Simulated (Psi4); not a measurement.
## Run report: InF, geometry relaxation (part 1 of 3)

The run: geometry relaxation of InF, SMILES [F][In]. Method and program: MP2/def2-QZVP, RHF, core potentials def2 (Psi4 1.11).

The geometry comes from this level: PBE0-D4/def2-TZVP.

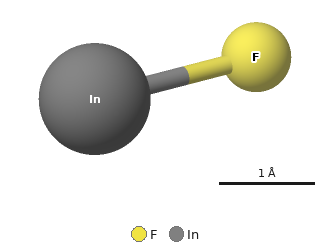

Figure 1. The input geometry (ball-and-stick view, seen at a tilt). Sticks mark near contacts.

### Input file (calc.py)
```python
import psi4

psi4.set_memory(1600000000)
psi4.set_num_threads(1)
psi4.core.set_output_file('psi4.out', False)

mol = psi4.geometry("""
0 1
F      0.00000000     0.00000000     0.03006554
In     0.00000000     0.00000000     3.79755583
units bohr
symmetry c1
""")

psi4.set_options({
    'basis': 'def2-QZVP',
    'reference': 'rhf',
    'puream': True,
    'scf_type': 'df',
    'num_frozen_docc': 5,
    'g_convergence': 'gau_tight',
    'geom_maxiter': 50,
})

E = psi4.optimize('mp2', molecule=mol)
print('E =', round(E, 9))
mol.save_xyz_file('final.xyz', False)
for k, v in sorted(psi4.core.scalar_variables().items()):
    print(f'{k:45s} {v:18.10f}')
```

Run on 1 thread of Intel Xeon @ 2.70GHz, 189 GiB of memory available, shared host.

Launch command:
```bash
python calc.py
```

### Output
```
gradient() will perform analytic gradient computation.

   => Loading Basis Set <=

    Name: DEF2-QZVP
    Role: ORBITAL
    Keyword: BASIS

    !!!  WARNING: ECP capability is in beta. Please check occupations closely.  !!!

         ---------------------------------------------------------
                                   SCF
                              RHF Reference
                        1 Threads,   1525 MiB Core
         ---------------------------------------------------------

  ==> Geometry <==

    Molecular point group: c1
    Full point group: C_inf_v

    Geometry (in Bohr), charge = 0, multiplicity = 1:

       Center              X                  Y                   Z               Mass
    ------------   -----------------  -----------------  -----------------  -----------------
         F            0.000000000000     0.000000000000    -3.232948993132    18.998403162730
         IN           0.000000000000     0.000000000000     0.534541296868   114.903878776000

  Running in c1 symmetry.

  Rotational constants: A = ************  B =      0.26015  C =      0.26015 [cm^-1]
  Rotational constants: A = ************  B =   7799.14222  C =   7799.14222 [MHz]
  Nuclear repulsion =   50.166021794843168

  Charge       = 0
  Multiplicity = 1
  Electrons    = 30
  Nalpha       = 15
  Nbeta        = 15

  ==> Algorithm <==

  SCF Algorithm Type is DF.
  DIIS enabled.
  MOM disabled.
  Fractional occupation disabled.
  Guess Type is SAD.
  Energy threshold   = 1.00e-10
  Density threshold  = 1.00e-10
  Integral threshold = 1.00e-12

  ==> Primary Basis <==

  Basis Set: DEF2-QZVP
    Blend: DEF2-QZVP
    Number of shells: 39
    Number of basis functions: 139
    Number of Cartesian functions: 176
    Spherical Harmonics?: true
    Max angular momentum: 4

  Core potential: DEF2-QZVP
    Number of shells: 4
    Number of ECP primitives: 18
    Number of ECP core electrons: 28
    Max angular momentum: 3

   => Loading Basis Set <=

    Name: (DEF2-QZVP AUX)
    Role: JKFIT
    Keyword: DF_BASIS_SCF

  ==> Integral Setup <==

  DFHelper Memory: AOs need 0.048 GiB; user supplied 1.118 GiB.
  SCF_SUBTYPE=INCORE selected. In-core MEM_DF algorithm will be used.
  Using in-core AOs.

  ==> MemDFJK: Density-Fitted J/K Matrices <==

    J tasked:                   Yes
    K tasked:                   Yes
    wK tasked:                   No
    Memory [MiB]:              1144
    Algorithm:                 Core
    Schwarz Cutoff:           1E-12
    Mask sparsity (%):       0.5279
    Fitting Condition:        1E-10

   => Auxiliary Basis Set <=

  Basis Set: (DEF2-QZVP AUX)
    Blend: DEF2-UNIVERSAL-JKFIT
    Number of shells: 71
    Number of basis functions: 295
    Number of Cartesian functions: 402
    Spherical Harmonics?: true
    Max angular momentum: 5

  Minimum eigenvalue in the overlap matrix is 1.6372873875E-03.
  Reciprocal condition number of the overlap matrix is 3.2402790295E-04.
    Using symmetric orthogonalization.

  ==> Pre-Iterations <==

  SCF Guess: Superposition of Atomic Densities via on-the-fly atomic UHF (no occupation information).

   -------------------------
    Irrep   Nso     Nmo
   -------------------------
     A        139     139
   -------------------------
    Total     139     139
   -------------------------

  ==> Iterations <==

                           Total Energy        Delta E     RMS |[F,P]|

   @DF-RHF iter SAD:  -287.31106651112128   -2.87311e+02   0.00000e+00
   @DF-RHF iter   1:  -288.63585678813769   -1.32479e+00   4.28339e-03 DIIS/ADIIS
   @DF-RHF iter   2:  -288.70613230621149   -7.02755e-02   3.33512e-03 DIIS/ADIIS
   @DF-RHF iter   3:  -288.76129484695269   -5.51625e-02   3.00664e-04 DIIS/ADIIS
   @DF-RHF iter   4:  -288.76198073307455   -6.85886e-04   1.08629e-04 DIIS/ADIIS
   @DF-RHF iter   5:  -288.76214700865717   -1.66276e-04   1.91299e-05 DIIS
   @DF-RHF iter   6:  -288.76215973147987   -1.27228e-05   5.44986e-06 DIIS
   @DF-RHF iter   7:  -288.76216051106076   -7.79581e-07   1.92285e-06 DIIS
   @DF-RHF iter   8:  -288.76216059175812   -8.06974e-08   6.89929e-07 DIIS
   @DF-RHF iter   9:  -288.76216060004475   -8.28663e-09   1.69817e-07 DIIS
   @DF-RHF iter  10:  -288.76216060080651   -7.61759e-10   3.38162e-08 DIIS
   @DF-RHF iter  11:  -288.76216060082857   -2.20552e-11   4.83150e-09 DIIS
   @DF-RHF iter  12:  -288.76216060082902   -4.54747e-13   1.00646e-09 DIIS
   @DF-RHF iter  13:  -288.76216060082925   -2.27374e-13   4.41548e-10 DIIS
   @DF-RHF iter  14:  -288.76216060082891    3.41061e-13   8.61197e-11 DIIS
  Energy and wave function converged.

  ==> Post-Iterations <==

    Orbital Energies [Eh]
    ---------------------

    Doubly Occupied:

       1A    -26.179807     2A     -5.383509     3A     -3.639666
       4A     -3.639666     5A     -3.632342     6A     -1.453371
       7A     -1.027258     8A     -1.027258     9A     -1.020334
      10A     -1.020334    11A     -1.018119    12A     -0.578890
      13A     -0.540372    14A     -0.540372    15A     -0.351510

    Virtual:

      16A      0.016404    17A      0.016404    18A      0.055275
      19A      0.107499    20A      0.107499    21A      0.109025
      22A      0.165613    23A      0.177653    24A      0.177653
      25A      0.205154    26A      0.205154    27A      0.250061
      28A      0.413830    29A      0.413830    30A      0.464572
      31A      0.501086    32A      0.549725    33A      0.549725
      34A      0.561410    35A      0.561410    36A      0.577554
      37A      0.577554    38A      0.591636    39A      0.591636
      40A      0.593576    41A      0.632037    42A      0.632037
      43A      0.672428    44A      0.700264    45A      0.700264
      46A      0.838091    47A      1.324225    48A      1.372823
      49A      1.372823    50A      1.386080    51A      1.386080
      52A      1.388762    53A      1.388762    54A      1.402067
      55A      1.414934    56A      1.414934    57A      1.505702
      58A      1.505702    59A      1.533321    60A      1.589270
      61A      1.589270    62A      1.603459    63A      1.603459
      64A      1.651812    65A      1.651812    66A      1.719842
      67A      1.719842    68A      1.731685    69A      1.753174
      70A      1.753174    71A      1.934326    72A      1.934326
      73A      1.991304    74A      2.105763    75A      2.105763
      76A      2.115966    77A      2.355299    78A      2.424197
      79A      2.424197    80A      2.995767    81A      3.191325
      82A      3.191325    83A      3.196148    84A      3.196148
      85A      3.286220    86A      3.286220    87A      3.722522
      88A      4.523225    89A      4.635158    90A      4.635158
      91A      4.705847    92A      4.705847    93A      4.858950
      94A      4.858950    95A      4.962994    96A      5.575675
      97A      5.575675    98A      5.923692    99A      5.923692
     100A      6.096974   101A      6.957009   102A      6.957009
     103A      7.539654   104A      9.031088   105A      9.031088
     106A      9.039348   107A      9.039348   108A      9.123789
     109A      9.123789   110A      9.252173   111A     12.101505
     112A     12.101505   113A     12.102152   114A     12.102152
     115A     12.105014   116A     12.109988   117A     12.109988
     118A     12.111760   119A     12.111760   120A     12.653784
     121A     15.384011   122A     15.384011   123A     15.417667
     124A     15.417667   125A     15.508031   126A     15.508031
     127A     15.554493   128A     15.837509   129A     16.669854
     130A     16.669854   131A     16.903709   132A     16.903709
     133A     17.127845   134A     39.253899   135A     39.253899
     136A     39.261488   137A     55.468097   138A     77.142518
     139A    288.649939

    Final Occupation by Irrep:
              A
    DOCC [    15 ]
    NA   [    15 ]
    NB   [    15 ]

  @DF-RHF Final Energy:  -288.76216060082891

   => Energetics <=

    Nuclear Repulsion Energy =             50.1660217948431679
    One-Electron Energy =                -575.7507440909215575
    Two-Electron Energy =                 236.8225616952495045
    Total Energy =                       -288.7621606008289064

Computation Completed

Properties will be evaluated at   0.000000,   0.000000,   0.000000 [a0]

Properties computed using the SCF density matrix

 Multipole Moments:

 ------------------------------------------------------------------------------------
     Multipole            Electronic (a.u.)      Nuclear  (a.u.)        Total (a.u.)
 ------------------------------------------------------------------------------------

 L = 1.  Multiply by 2.5417464519 to convert [e a0] to [Debye]
 Dipole X            :          0.0000000            0.0000000            0.0000000
 Dipole Y            :          0.0000000            0.0000000            0.0000000
 Dipole Z            :         19.1518678          -17.8711737            1.2806941
 Magnitude           :                                                    1.2806941

 ------------------------------------------------------------------------------------

	total time  =          3 seconds =       0.05 minutes

  //>>>>>>>>>>>>>>>>>>>>>>>>>>>>>>>>>>>//
  //               DFMP2               //
  //<<<<<<<<<<<<<<<<<<<<<<<<<<<<<<<<<<<//

   => Loading Basis Set <=

    Name: (DEF2-QZVP AUX)
    Role: RIFIT
    Keyword: DF_BASIS_MP2

	 --------------------------------------------------------
	                          DF-MP2
	      2nd-Order Density-Fitted Moller-Plesset Theory
	              RMP2 Wavefunction,   1 Threads

	 --------------------------------------------------------

   => Auxiliary Basis Set <=

  Basis Set: (DEF2-QZVP AUX)
    Blend: DEF2-QZVP-RI + DEF2-QZVPP-RI
    Number of shells: 83
    Number of basis functions: 417
    Number of Cartesian functions: 616
    Spherical Harmonics?: true
    Max angular momentum: 6

	 --------------------------------------------------------
	                 NBF =   139, NAUX =   417
	 --------------------------------------------------------
	   CLASS    FOCC     OCC    AOCC    AVIR     VIR    FVIR
	   PAIRS       5      15      10     124     124       0
	 --------------------------------------------------------

  DFHelper Memory: AOs need 0.048 GiB; user supplied 1.118 GiB.
  SCF_SUBTYPE=INCORE selected. In-core MEM_DF algorithm will be used.
  Using in-core AOs.

         ------------------------------------------------------------
                                     CPHF
         ------------------------------------------------------------

  ==> Geometry <==

    Molecular point group: c1
    Full point group: C_inf_v

    Geometry (in Bohr), charge = 0, multiplicity = 1:

       Center              X                  Y                   Z               Mass
    ------------   -----------------  -----------------  -----------------  -----------------
         F            0.000000000000     0.000000000000    -3.232948993132    18.998403162730
         IN           0.000000000000     0.000000000000     0.534541296868   114.903878776000

  Nuclear repulsion =   50.166021794843168
  Reference energy  = -288.762160600828906

  ==> Basis Set <==

  Basis Set: DEF2-QZVP
    Blend: DEF2-QZVP
    Number of shells: 39
    Number of basis functions: 139
    Number of Cartesian functions: 176
    Spherical Harmonics?: true
    Max angular momentum: 4

  Core potential: DEF2-QZVP
    Number of shells: 4
    Number of ECP primitives: 18
    Number of ECP core electrons: 28
    Max angular momentum: 3

   Number of roots    =         1
   Preconditioning    =    JACOBI
   Convergence cutoff =     1E-06
   Maximum iterations =       100

   => Auxiliary Basis Set <=

  Basis Set: (DEF2-QZVP AUX)
    Blend: DEF2-UNIVERSAL-JKFIT
    Number of shells: 71
    Number of basis functions: 295
    Number of Cartesian functions: 402
    Spherical Harmonics?: true
    Max angular momentum: 5

  ==> CPHF Iterations <==

  => Iterations <=

             Iter  Converged  Remaining    Residual
  CGR           1          0          1   1.445E-01
  CGR           2          0          1   2.465E-02
  CGR           3          0          1   1.269E-02
  CGR           4          0          1   3.459E-03
  CGR           5          0          1   9.197E-04
  CGR           6          0          1   2.839E-04
  CGR           7          0          1   7.098E-05
  CGR           8          0          1   1.570E-05
  CGR           9          0          1   2.396E-06
  CGR          10          1          0   2.981E-07

    CGRSolver converged.

  ==> DFCorrGrad: Density-Fitted Correlated Gradients <==

    Integrals threads:           1
    Memory [GiB]:            1.118
    Schwarz Cutoff:          0E+00
    Fitting Condition:       1E-10

   => Auxiliary Basis Set <=

  Basis Set: (DEF2-QZVP AUX)
    Blend: DEF2-UNIVERSAL-JKFIT
    Number of shells: 71
    Number of basis functions: 295
    Number of Cartesian functions: 402
    Spherical Harmonics?: true
    Max angular momentum: 5

	-----------------------------------------------------------
	 ==================> DF-MP2 Energies <====================
	-----------------------------------------------------------
	 Reference Energy          =    -288.7621606008289064 [Eh]
	 Singles Energy            =      -0.0000000000000000 [Eh]
	 Same-Spin Energy          =      -0.2382690318330703 [Eh]
	 Opposite-Spin Energy      =      -0.4986924819935201 [Eh]
	 Correlation Energy        =      -0.7369615138265905 [Eh]
	 Total Energy              =    -289.4991221146555063 [Eh]
	-----------------------------------------------------------
	 ================> DF-SCS-MP2 Energies <==================
	-----------------------------------------------------------
	 SCS Same-Spin Scale       =       0.3333333333333333 [-]
	 SCS Opposite-Spin Scale   =       1.2000000000000000 [-]
	 SCS Same-Spin Energy      =      -0.0794230106110234 [Eh]
	 SCS Opposite-Spin Energy  =      -0.5984309783922241 [Eh]
	 SCS Correlation Energy    =      -0.6778539890032476 [Eh]
	 SCS Total Energy          =    -289.4400145898321739 [Eh]
	-----------------------------------------------------------

  -Total Gradient:
     Atom            X                  Y                   Z
    ------   -----------------  -----------------  -----------------
       1       -0.000000000084    -0.000000000004    -0.001793108632
       2        0.000000000084     0.000000000004     0.001793108632

	total time  =          6 seconds =       0.10 minutes

    			-----------------------------------------

    			 OPTKING 3.0: for geometry optimizations

    			        with contributions from

    			-----------------------------------------

	                            ===> Fragment 1 <==

	 Z (Atomic Numbers)          Masses                          Geom
	       9.000000            18.998403          0.00000000  0.00000000 -3.23294899
	      49.000000            114.903879         0.00000000  0.00000000  0.53454130

	 - Coordinate -           - BOHR/RAD -       - ANG/DEG -
	 R(1,2)           =         3.767490           1.993670

	        --- Internal Coordinate Step in ANG or DEG, aJ/ANG or AJ/DEG ---
	-------------------------------------------------------------------------------
	           Coordinate      Previous         Force          Change          New
	           ----------      --------        ------          ------        ------
	               R(1,2)       1.99367       -0.01477       -0.00619       1.98748
	-------------------------------------------------------------------------------

	                                 ==> Convergence Check <==

	Measures of convergence in internal coordinates in au.

	Criteria marked as inactive (o), active & met (*), and active & unmet ( ).

	----------------------------------------------------------------------------------------------~
	   Step    Total Energy     Delta E     Max Force     RMS Force      Max Disp      RMS Disp   ~
	----------------------------------------------------------------------------------------------~
	  Convergence Criteria              o    1.50e-05 *    1.00e-05 *    6.00e-05 *    4.00e-05 *~
	----------------------------------------------------------------------------------------------~
	     1    -289.49912211   -2.89e+02 o    1.79e-03      1.79e-03      1.17e-02      1.17e-02    ~
	----------------------------------------------------------------------------------------------

Next Geometry in Ang
	Fragment 1 (Ang)

	    F   0.0000000000   0.0000000000  -1.7077054921
	   In   0.0000000000   0.0000000000   0.2797696341

    Structure for next step:
    Molecular point group: c1
    Full point group: C_inf_v

    Geometry (in Bohr), charge = 0, multiplicity = 1:

    F            0.000000000000     0.000000000000    -3.222903338540
    IN           0.000000000000     0.000000000000     0.532880331215

gradient() will perform analytic gradient computation.

  ==> Geometry <==

    Molecular point group: c1
    Full point group: C_inf_v

    Geometry (in Bohr), charge = 0, multiplicity = 1:
```
